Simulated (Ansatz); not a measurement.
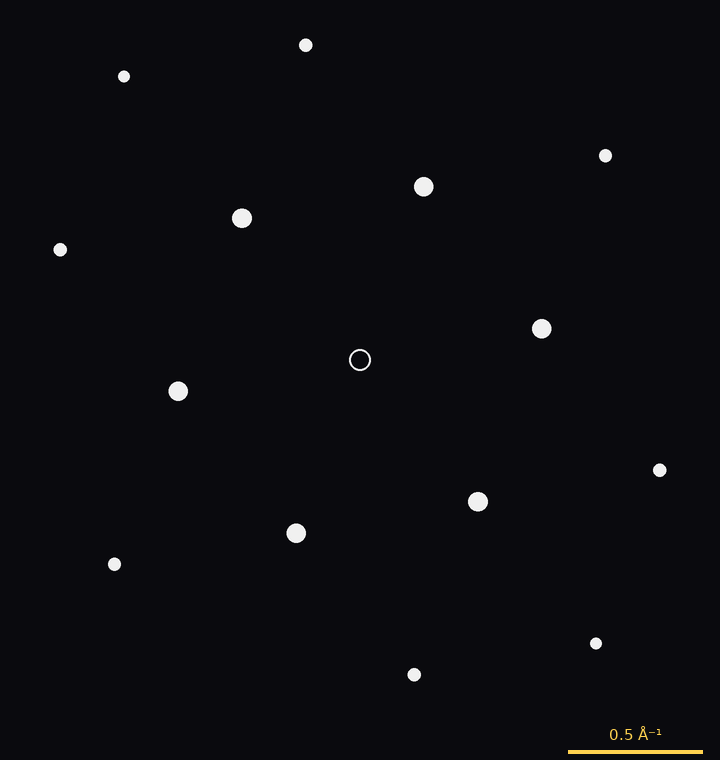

Computed electron diffraction pattern, 200 kV, single scattering only, B = 0.3 Å².

Describe the geometry of this pattern.

Answer. The spots form a hexagonal net with both shortest vectors at d = 1.45 Å, 60.0° apart.

What is the point symmetry of the pattern, intensities included?

Answer. 6mm. Such a pattern arises along the three- or sixfold axis of a trigonal, hexagonal or cubic crystal.

What was simulated?

Answer. This cannot be fixed from one zone alone; the pattern is [111] of Ag, space group Fm-3m (No. 225), a = 4.090 Å. The net vectors are -2 2 0 and -2 0 2. Structure: the input geometry of an electronic-structure calculation (not necessarily at equilibrium).
